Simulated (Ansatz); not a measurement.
```sh
ansatz run in.yaml --threads 2 --pin off --events-out ev --progress --plain --max-ram 4352MiB
```

```yaml
crystal:
  periodic: [false, false, false]
  atoms:
    - {symbol: Si, position_ang: [-0.649894, -0.763468, -2.323306]}
    - {symbol: Al, position_ang: [0.348588, 0.165879, -0.387510]}
    - {symbol: Cl, position_ang: [0.813397, 2.044275, 2.919194]}
    - {symbol: H, position_ang: [-1.149557, -0.983322, -0.819443]}
    - {symbol: H, position_ang: [-0.760269, 0.763540, -1.858763]}
    - {symbol: H, position_ang: [0.958477, 2.682345, 4.035718]}
basis:
  gaussian: {orbitals: "def2-TZVPPD.json"}
total_charge: -1
hamiltonian: {xc: r2scan, dispersion: d4}
```

What structure does this define?

The species is AlClH₃Si⁻. Judged by distances it falls into 2 fragments: AlH2Si, HCl. Coordination: 1 Si trigonal pyramidal; 1 Al trigonal pyramidal.

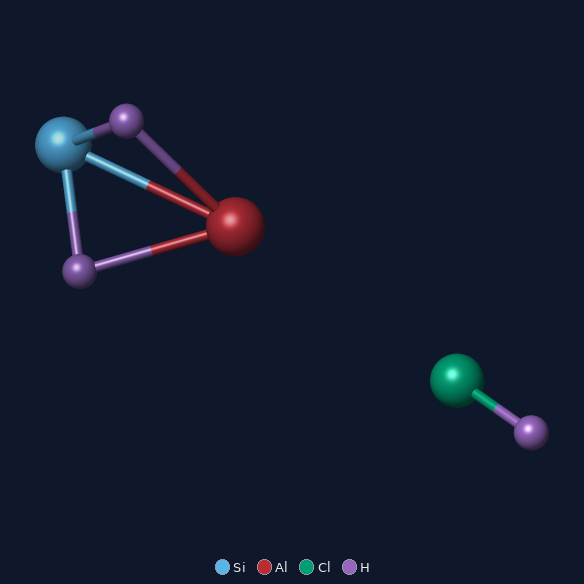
